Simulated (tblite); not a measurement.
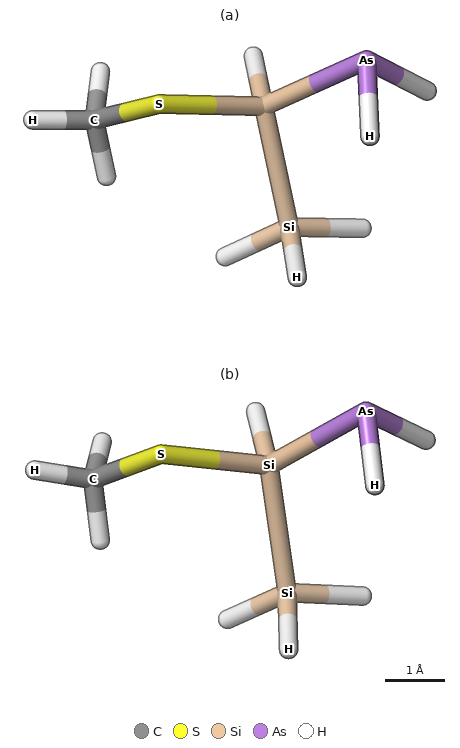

The structure of CH9AsSSi2 before (top) and after (bottom) a relaxation, at one scale.

Style: stick. Shown from a free direction.

Computed with GFN2-xTB geometry optimisation, gas phase in tblite. 

Summarise the run.

Over 106 geometry steps the energy falls by 27.8 kJ/mol. The atom that moves furthest after the best rigid fit is an H atom (0.33 Å). By element the largest moves are H 0.33 Å, As 0.17 Å, S 0.17 Å, Si 0.15 Å, C 0.04 Å. Near-neighbour distances that change, for instance: Si–Si 2.225 → 2.343 Å, As–H 1.560 → 1.500 Å, C–H 1.118 → 1.086 Å, As–Si 2.316 → 2.341 Å. Among the angles between lasting bonds that change: Si–Si–As 109.5° → 117.9°, S–Si–H 109.3° → 101.8°, C–S–Si 95.0° → 99.4°.
